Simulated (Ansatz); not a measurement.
## Molecular dynamics, with input and output: HfO₂

The run: molecular dynamics of HfO₂, SMILES [O]=[Hf]=[O]. Method and program: RKS BLYP/def2-SVP (Ansatz 0.2.0).

The geometry comes from this level: PBE0-D4/def2-TZVP. Figures and captions count atoms from 1; the log counts them from 0 in places.

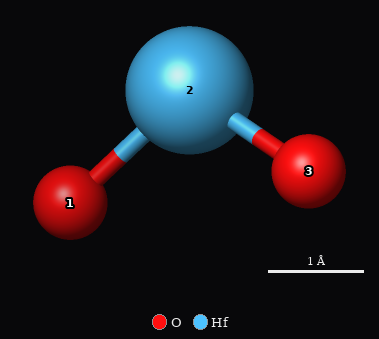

*The input geometry (ball-and-stick view, seen at a tilt; atoms are numbered from 1 in the order of the input). Sticks mark near contacts.*

## Input
```yaml
crystal:
  periodic: [false, false, false]
  atoms:
    - {symbol: O, position_ang: [0.656347, 1.263535, 0.388504]}
    - {symbol: Hf, position_ang: [0.353213, -0.486127, 0.356260]}
    - {symbol: O, position_ang: [-1.009560, -0.777408, -0.744764]}
basis:
  gaussian: {orbitals: def2-SVP}
hamiltonian: {xc: {name: BLYP}}
md: {timestep: 0.5 fs, n_steps: 20, ensemble: nve, temperature: 500, initial_velocities: maxwell_boltzmann, seed: 872}
```

Machine: 4 threads of Arm Neoverse V2, 23 GiB of memory available, shared host.

Run as:
```bash
ansatz run in.yaml --threads 4 --pin off --events-out ev --progress --plain --max-ram 10444MiB
```

## The program's output
```
Functional definition: BLYP
  name "BLYP"
  cite "Becke, Phys. Rev. A 38, 3098 (1988) doi:10.1103/PhysRevA.38.3098"
  cite "Lee, Yang & Parr, Phys. Rev. B 37, 785 (1988) doi:10.1103/PhysRevB.37.785"
  parameter beta = 0.0042
  parameter a = 0.04918
  parameter b = 0.132
  parameter c = 0.2533
  parameter d = 0.349
  exchange = b88_x(beta = beta)
  correlation = lyp_c(a = a, b = b, c = c, d = d)
600 factors; their error is unknown
mean field evaluation 1: about -5372.8046 eV, gradient 1.1e2 eV
mean field evaluation 2: about -4935.0963 eV, gradient 3.4e2 eV
mean field evaluation 4: about -5395.9985 eV, gradient 2.2e1 eV
mean field evaluation 8: about -5397.2594 eV, gradient 5.2e-1 eV
mean field evaluation 16: about -5397.2017 eV, gradient 1.3e-4 eV
mean field evaluation 32: about -5381.5926 eV, gradient 6.6e1 eV
mean field -5397.20166790 eV, -198.3435029407 hartree, gradient 8.5e-6 eV, S^2 0.000000; 3 other end points of the search recorded, 0 dependent functions left out
the calculation of the forces begins
reference -5397.20193029 eV, -198.3435125834 hartree; 14, 14 occupied and 46, 46 virtual orbitals, 600 factors
md step     0: t =     0.00 fs  T =   500.0 K  F+E_penalty+E_count = -5397.20166790 eV  E_kin = 0.064630 eV  conserved = -5397.13703790 eV  (88 SCF iters)
these checks for a lower state are left out or cut short: starts, cluster_reference, orbital_swaps, neighbouring_geometries, increment
600 factors; their error is unknown
mean field -5397.20768339 eV, -198.3437240057 hartree, gradient 1.8e-5 eV, S^2 0.000000; 0 other end points of the search recorded, 0 dependent functions left out
[... from here on the field's lines of each further geometry are left out, up to the last ...]
md step     1: t =     0.50 fs  T =   546.4 K  F+E_penalty+E_count = -5397.20768339 eV  E_kin = 0.070633 eV  conserved = -5397.13705000 eV  (31 SCF iters)
md step     2: t =     1.00 fs  T =   594.4 K  F+E_penalty+E_count = -5397.21389064 eV  E_kin = 0.076828 eV  conserved = -5397.13706233 eV  (30 SCF iters)
md step     3: t =     1.50 fs  T =   642.2 K  F+E_penalty+E_count = -5397.22009067 eV  E_kin = 0.083016 eV  conserved = -5397.13707444 eV  (31 SCF iters)
md step     4: t =     2.00 fs  T =   688.5 K  F+E_penalty+E_count = -5397.22608747 eV  E_kin = 0.089002 eV  conserved = -5397.13708594 eV  (32 SCF iters)
md step     5: t =     2.50 fs  T =   731.8 K  F+E_penalty+E_count = -5397.23169412 eV  E_kin = 0.094598 eV  conserved = -5397.13709649 eV  (32 SCF iters)
md step     6: t =     3.00 fs  T =   770.8 K  F+E_penalty+E_count = -5397.23673839 eV  E_kin = 0.099633 eV  conserved = -5397.13710577 eV  (32 SCF iters)
md step     7: t =     3.50 fs  T =   804.2 K  F+E_penalty+E_count = -5397.24106755 eV  E_kin = 0.103954 eV  conserved = -5397.13711361 eV  (32 SCF iters)
md step     8: t =     4.00 fs  T =   831.1 K  F+E_penalty+E_count = -5397.24455207 eV  E_kin = 0.107432 eV  conserved = -5397.13711973 eV  (32 SCF iters)
md step     9: t =     4.50 fs  T =   850.7 K  F+E_penalty+E_count = -5397.24708883 eV  E_kin = 0.109965 eV  conserved = -5397.13712405 eV  (32 SCF iters)
md step    10: t =     5.00 fs  T =   862.4 K  F+E_penalty+E_count = -5397.24860293 eV  E_kin = 0.111476 eV  conserved = -5397.13712659 eV  (32 SCF iters)
md step    11: t =     5.50 fs  T =   865.9 K  F+E_penalty+E_count = -5397.24904848 eV  E_kin = 0.111921 eV  conserved = -5397.13712723 eV  (31 SCF iters)
md step    12: t =     6.00 fs  T =   860.9 K  F+E_penalty+E_count = -5397.24840893 eV  E_kin = 0.111283 eV  conserved = -5397.13712609 eV  (31 SCF iters)
md step    13: t =     6.50 fs  T =   847.7 K  F+E_penalty+E_count = -5397.24669609 eV  E_kin = 0.109573 eV  conserved = -5397.13712328 eV  (31 SCF iters)
md step    14: t =     7.00 fs  T =   826.5 K  F+E_penalty+E_count = -5397.24394863 eV  E_kin = 0.106830 eV  conserved = -5397.13711894 eV  (31 SCF iters)
md step    15: t =     7.50 fs  T =   797.7 K  F+E_penalty+E_count = -5397.24022991 eV  E_kin = 0.103117 eV  conserved = -5397.13711324 eV  (31 SCF iters)
md step    16: t =     8.00 fs  T =   762.2 K  F+E_penalty+E_count = -5397.23562539 eV  E_kin = 0.098519 eV  conserved = -5397.13710637 eV  (31 SCF iters)
md step    17: t =     8.50 fs  T =   720.6 K  F+E_penalty+E_count = -5397.23023955 eV  E_kin = 0.093141 eV  conserved = -5397.13709855 eV  (31 SCF iters)
md step    18: t =     9.00 fs  T =   673.9 K  F+E_penalty+E_count = -5397.22419264 eV  E_kin = 0.087103 eV  conserved = -5397.13708999 eV  (31 SCF iters)
md step    19: t =     9.50 fs  T =   623.1 K  F+E_penalty+E_count = -5397.21761726 eV  E_kin = 0.080536 eV  conserved = -5397.13708090 eV  (30 SCF iters)
the calculation of the forces begins
reference -5397.21092166 eV, -198.3438430101 hartree; 14, 14 occupied and 46, 46 virtual orbitals, 600 factors
600 factors; their error is unknown
mean field evaluation 224: about -5396.0243 eV, gradient 7.5e0 eV
mean field -5397.21065489 eV, -198.3438332065 hartree, gradient 1.8e-5 eV, S^2 0.000000; 2 other end points of the search recorded, 0 dependent functions left out
the calculation of the forces begins
reference -5397.21092166 eV, -198.3438430101 hartree; 14, 14 occupied and 46, 46 virtual orbitals, 600 factors
md step    20: t =    10.00 fs  T =   569.3 K  F+E_penalty+E_count = -5397.21065489 eV  E_kin = 0.073583 eV  conserved = -5397.13707151 eV  (116 SCF iters)
```

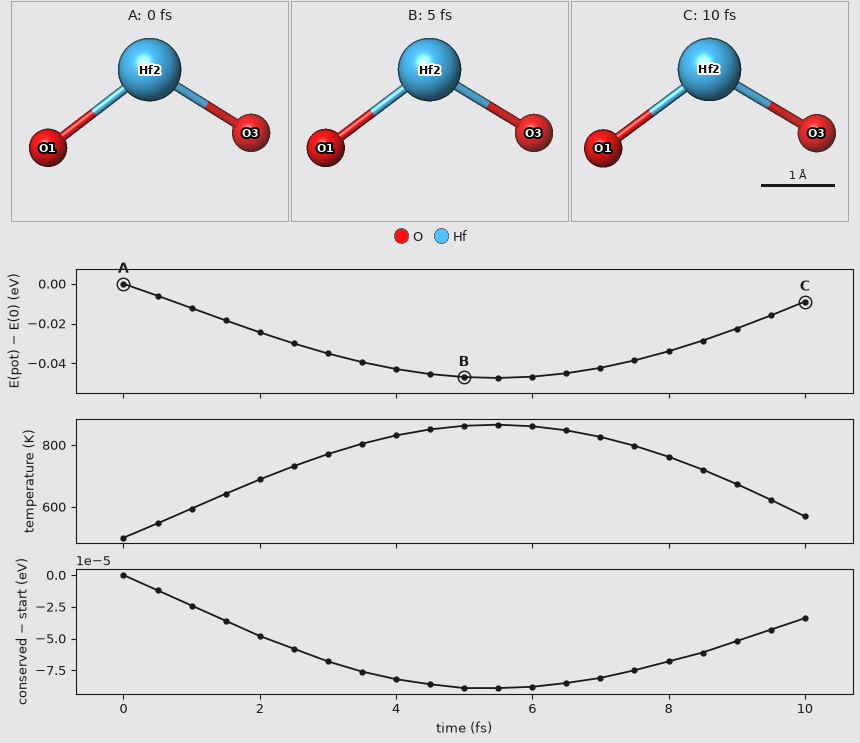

*Frames of the molecular dynamics (ball-and-stick, seen at a tilt) above the curves, on which the letters mark them.*

The trajectory kept here has 21 frames over 10 fs. The temperature starts at 500 K, ranges from 500 to 866 K and averages 765 K over the second half. The potential energy ends 0.009 eV below its first value. The conserved quantity stays within 8.9e-05 eV. After an unweighted best fit of the last frame on the first, the root-mean-square displacement is 0.06 Å.

```
Total energy: -5397.21092166 eV, -198.3438430101 hartree
Atom 0 at     0.694413     1.315079     0.413779 Å, force    -0.311280    -0.805729    -0.158190 eV/Å
Atom 1 at     0.354548    -0.486384     0.357407 Å, force    -0.664968     0.369224    -0.601791 eV/Å
Atom 2 at    -1.062522    -0.826090    -0.782838 Å, force     0.976248     0.436506     0.759981 eV/Å
Dipole moment:     0.757234    -1.019171     0.760862 e Å
```

## Trajectory as extended XYZ (Å, eV, eV/Å), 21 frames, from step=0 to step=20
```
3
Properties=species:S:1:pos:R:3:forces:R:3 step=0 time_fs=0.0 energy=-5397.20167 temperature=500.0
O     0.6563    1.2635    0.3885    0.1332   1.5943  -0.0900
Hf    0.3532   -0.4861    0.3563    1.1002  -1.5142   1.1097
O    -1.0096   -0.7774   -0.7448   -1.2334  -0.0800  -1.0197
3
Properties=species:S:1:pos:R:3:forces:R:3 step=1 time_fs=0.5 energy=-5397.20768 temperature=546.4
O     0.6583    1.2649    0.3899    0.1168   1.5180  -0.0941
Hf    0.3532   -0.4860    0.3563    1.0211  -1.4624   1.0371
O    -1.0116   -0.7800   -0.7461   -1.1379  -0.0556  -0.9430
3
Properties=species:S:1:pos:R:3:forces:R:3 step=2 time_fs=1.0 energy=-5397.21389 temperature=594.4
O     0.6602    1.2666    0.3913    0.0989   1.4306  -0.0980
Hf    0.3532   -0.4859    0.3563    0.9359  -1.4004   0.9582
O    -1.0138   -0.7826   -0.7476   -1.0348  -0.0302  -0.8602
3
Properties=species:S:1:pos:R:3:forces:R:3 step=3 time_fs=1.5 energy=-5397.22009 temperature=642.2
O     0.6622    1.2684    0.3927    0.0798   1.3330  -0.1017
Hf    0.3533   -0.4859    0.3563    0.8456  -1.3292   0.8738
O    -1.0161   -0.7852   -0.7492   -0.9254  -0.0038  -0.7721
3
Properties=species:S:1:pos:R:3:forces:R:3 step=4 time_fs=2.0 energy=-5397.22609 temperature=688.5
O     0.6641    1.2704    0.3941    0.0594   1.2264  -0.1052
Hf    0.3533   -0.4858    0.3563    0.7512  -1.2497   0.7849
O    -1.0186   -0.7878   -0.7510   -0.8106   0.0233  -0.6797
3
Properties=species:S:1:pos:R:3:forces:R:3 step=5 time_fs=2.5 energy=-5397.23169 temperature=731.8
O     0.6661    1.2726    0.3955    0.0380   1.1117  -0.1086
Hf    0.3534   -0.4858    0.3564    0.6537  -1.1628   0.6925
O    -1.0212   -0.7904   -0.7528   -0.6917   0.0511  -0.5839
3
Properties=species:S:1:pos:R:3:forces:R:3 step=6 time_fs=3.0 energy=-5397.23674 temperature=770.8
O     0.6681    1.2750    0.3968    0.0156   0.9904  -0.1119
Hf    0.3534   -0.4858    0.3564    0.5540  -1.0695   0.5975
O    -1.0239   -0.7930   -0.7548   -0.5696   0.0792  -0.4856
3
Properties=species:S:1:pos:R:3:forces:R:3 step=7 time_fs=3.5 energy=-5397.24107 temperature=804.2
O     0.6701    1.2776    0.3982   -0.0075   0.8634  -0.1152
Hf    0.3535   -0.4858    0.3565    0.4530  -0.9709   0.5008
O    -1.0267   -0.7956   -0.7568   -0.4455   0.1076  -0.3855
3
Properties=species:S:1:pos:R:3:forces:R:3 step=8 time_fs=4.0 energy=-5397.24455 temperature=831.1
O     0.6720    1.2803    0.3995   -0.0312   0.7320  -0.1184
Hf    0.3536   -0.4858    0.3565    0.3516  -0.8680   0.4031
O    -1.0296   -0.7981   -0.7589   -0.3204   0.1360  -0.2847
3
Properties=species:S:1:pos:R:3:forces:R:3 step=9 time_fs=4.5 energy=-5397.24709 temperature=850.7
O     0.6740    1.2830    0.4008   -0.0554   0.5974  -0.1216
Hf    0.3537   -0.4858    0.3566    0.2506  -0.7618   0.3054
O    -1.0325   -0.8007   -0.7610   -0.1952   0.1644  -0.1838
3
Properties=species:S:1:pos:R:3:forces:R:3 step=10 time_fs=5.0 energy=-5397.24860 temperature=862.4
O     0.6760    1.2859    0.4021   -0.0798   0.4608  -0.1248
Hf    0.3538   -0.4858    0.3567    0.1508  -0.6533   0.2083
O    -1.0354   -0.8032   -0.7631   -0.0709   0.1925  -0.0835
3
Properties=species:S:1:pos:R:3:forces:R:3 step=11 time_fs=5.5 energy=-5397.24905 temperature=865.9
O     0.6779    1.2888    0.4033   -0.1045   0.3232  -0.1280
Hf    0.3539   -0.4859    0.3568    0.0528  -0.5435   0.1127
O    -1.0384   -0.8057   -0.7652    0.0517   0.2203   0.0153
3
Properties=species:S:1:pos:R:3:forces:R:3 step=12 time_fs=6.0 energy=-5397.24841 temperature=860.9
O     0.6799    1.2918    0.4046   -0.1291   0.1857  -0.1312
Hf    0.3539   -0.4859    0.3568   -0.0427  -0.4333   0.0190
O    -1.0413   -0.8081   -0.7674    0.1718   0.2475   0.1122
3
Properties=species:S:1:pos:R:3:forces:R:3 step=13 time_fs=6.5 energy=-5397.24670 temperature=847.7
O     0.6818    1.2948    0.4058   -0.1536   0.0493  -0.1345
Hf    0.3540   -0.4860    0.3569   -0.1352  -0.3236  -0.0721
O    -1.0442   -0.8105   -0.7695    0.2888   0.2742   0.2065
3
Properties=species:S:1:pos:R:3:forces:R:3 step=14 time_fs=7.0 energy=-5397.24395 temperature=826.5
O     0.6837    1.2979    0.4070   -0.1778  -0.0850  -0.1377
Hf    0.3541   -0.4860    0.3570   -0.2242  -0.2152  -0.1601
O    -1.0471   -0.8129   -0.7716    0.4021   0.3002   0.2978
3
Properties=species:S:1:pos:R:3:forces:R:3 step=15 time_fs=7.5 energy=-5397.24023 temperature=797.7
O     0.6856    1.3009    0.4082   -0.2016  -0.2165  -0.1410
Hf    0.3542   -0.4861    0.3571   -0.3093  -0.1089  -0.2445
O    -1.0499   -0.8152   -0.7737    0.5110   0.3253   0.3856
3
Properties=species:S:1:pos:R:3:forces:R:3 step=16 time_fs=8.0 energy=-5397.23563 temperature=762.2
O     0.6874    1.3039    0.4094   -0.2250  -0.3442  -0.1444
Hf    0.3543   -0.4861    0.3572   -0.3901  -0.0053  -0.3250
O    -1.0527   -0.8175   -0.7757    0.6151   0.3496   0.4694
3
Properties=species:S:1:pos:R:3:forces:R:3 step=17 time_fs=8.5 energy=-5397.23024 temperature=720.6
O     0.6892    1.3068    0.4105   -0.2477  -0.4677  -0.1478
Hf    0.3544   -0.4862    0.3572   -0.4663   0.0948  -0.4013
O    -1.0553   -0.8198   -0.7776    0.7140   0.3729   0.5491
3
Properties=species:S:1:pos:R:3:forces:R:3 step=18 time_fs=9.0 energy=-5397.22419 temperature=673.9
O     0.6910    1.3096    0.4116   -0.2697  -0.5861  -0.1512
Hf    0.3544   -0.4863    0.3573   -0.5377   0.1909  -0.4730
O    -1.0578   -0.8219   -0.7794    0.8074   0.3952   0.6242
3
Properties=species:S:1:pos:R:3:forces:R:3 step=19 time_fs=9.5 energy=-5397.21762 temperature=623.1
O     0.6927    1.3124    0.4127   -0.2909  -0.6989  -0.1547
Hf    0.3545   -0.4863    0.3574   -0.6039   0.2825  -0.5399
O    -1.0602   -0.8240   -0.7812    0.8949   0.4164   0.6946
3
Properties=species:S:1:pos:R:3:forces:R:3 step=20 time_fs=10.0 energy=-5397.21065 temperature=569.3
O     0.6944    1.3151    0.4138   -0.3113  -0.8057  -0.1582
Hf    0.3545   -0.4864    0.3574   -0.6650   0.3692  -0.6018
O    -1.0625   -0.8261   -0.7828    0.9762   0.4365   0.7600
```

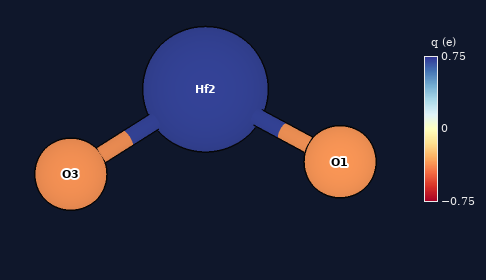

*Mulliken charges, as the colour of each atom (ball-and-stick view, seen at an oblique angle; atoms are numbered from 1 in the order of the input).*

By element: O −0.36 to −0.35 and Hf +0.71 e.

## Results in brief

```json
{"quantity": "outcome", "value": "finished"}
{"quantity": "mean temperature over the second half", "value": "765 K"}
{"quantity": "trajectory", "value": "20 steps, 10 fs"}
{"quantity": "ensemble", "value": "nve"}
{"quantity": "temperature in the input", "value": "500 K"}
{"quantity": "time step", "value": "0.5 fs"}
{"quantity": "potential energy (last step)", "value": "−5397.2109 eV"}
{"quantity": "SCF solution under orbital rotations (last step)", "value": "stable"}
{"quantity": "largest force (length of the vector) (last step)", "value": "1.312 eV/Å"}
{"quantity": "dipole moment (last step)", "value": "7.11 D"}
{"quantity": "wall time", "value": "8.5 s (CPU time 29 s)"}
{"quantity": "peak memory", "value": "0.11 GiB"}
```

## Notes

So short a trajectory is not equilibrated.
